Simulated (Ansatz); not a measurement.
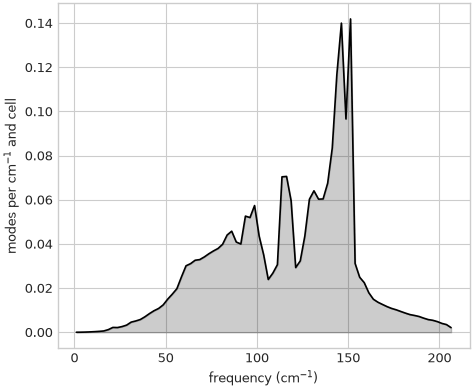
*Phonon density of states of rock salt KCl; finite displacements on a 6×6×6 mesh, r2SCAN density-functional theory in Ansatz (plane waves, PAW), k mesh 6×6×6*

Question: Where is the tallest peak, and is there a gap in the spectrum?

Answer: The tallest peak lies near 150 cm⁻¹. No clear gap shows at this resolution.

Ansatz is a program for electronic structure.
